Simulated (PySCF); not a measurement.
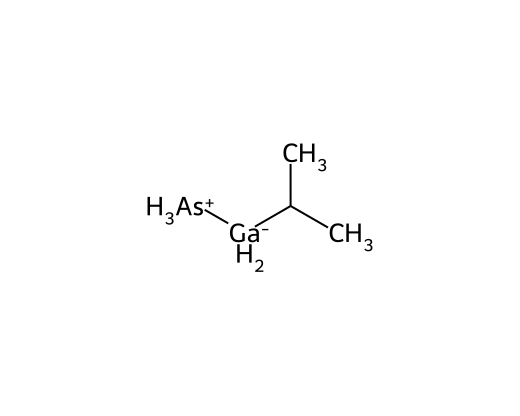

The drawing above gives the connectivity. Computed geometry: PBE0-D3(BJ)/def2-SVP optimisation. No frequency run is at hand to confirm it as a minimum.

What does the molecule look like in three dimensions?

Formula C3H12AsGa. As SMILES it reads `C[CH](C)[GaH2-][AsH3+]`. Coordination, clear cases only: 3 C tetrahedral; 1 As tetrahedral.

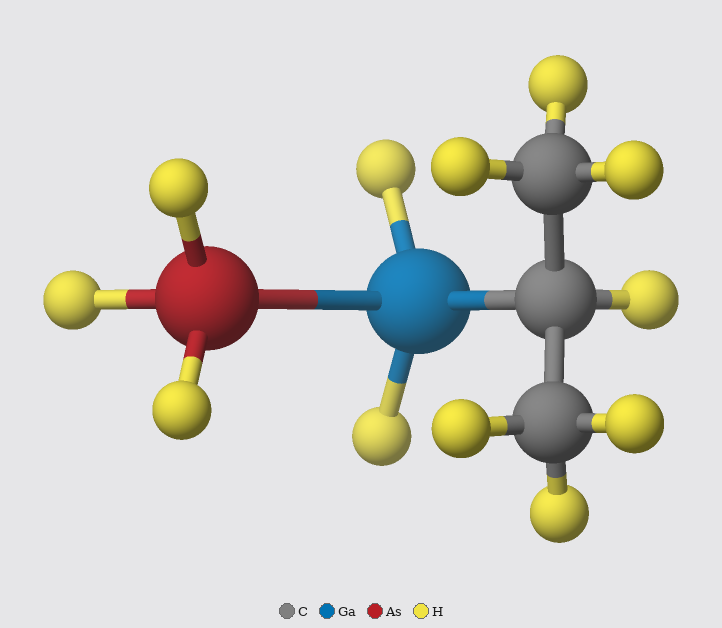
